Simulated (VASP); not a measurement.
Band structure of SnO (litharge). These are r2SCAN+rVV10, VASP's PBE PAW potentials (set 64) (plane waves; VASP) values and carry that method's errors.

Unless said otherwise, spin-orbit coupling is left out, though it shifts the bands of the heavy elements here.

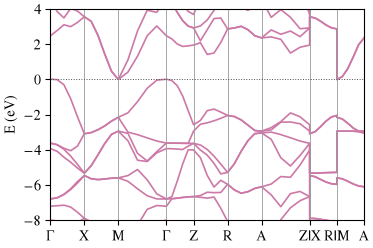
Figure: Bands along high-symmetry lines, zero at the valence-band maximum or, without a gap, the Fermi level

Question: Read the plot: is there a gap, and where are the band edges?

Answer: It has no gap at this level: it comes out as a metal or semimetal.

Measured: gap 0.70 eV (computed value off by -0.70 eV), as given by David Waroquiers et al., Physical Review B (2013), arXiv:1302.6756.

The compound is SnO in the litharge structure. It was relaxed first.
